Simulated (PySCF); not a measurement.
System: PbH (doublet).

```xyz
2

H     0.0000    0.0000   -1.8510
Pb    0.0000    0.0000    0.0090
```

Core potentials replace the inner electrons of Pb.

Level of theory: PBE0/def2-SVPD, non-relativistic Hamiltonian with scalar-relativistic core potentials where named, at a bond length of 1.860 Å (PySCF).

**What can the converged electron density, electron localisation function and spin density tell about the bonding?**

Pb–H (1.86 Å): the density is about 1.1 e/Å³ at the midpoint; the ELF climbs to about 1 towards the hydrogen.
The unpaired spin (1 electron) lies mostly on Pb2 (about 1.0), in electrons by Hirshfeld's partition.

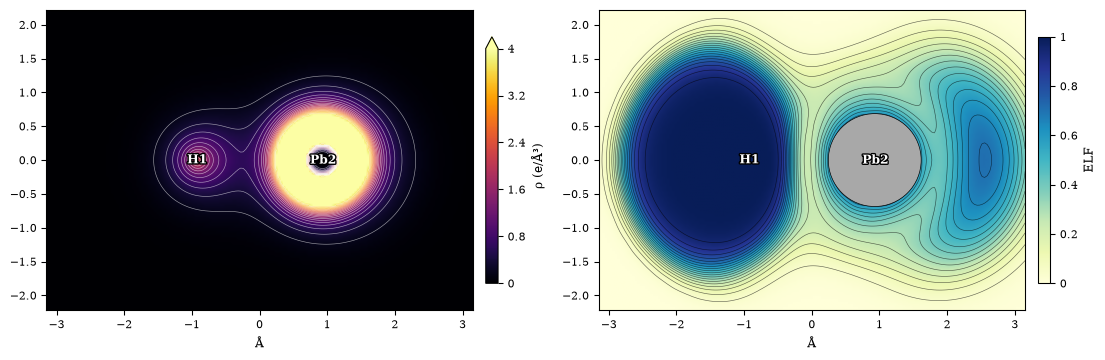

Computed electron density and electron localisation function on a plane that holds the molecular axis, in this order. Grey discs cover the atomic cores in the ELF map. 
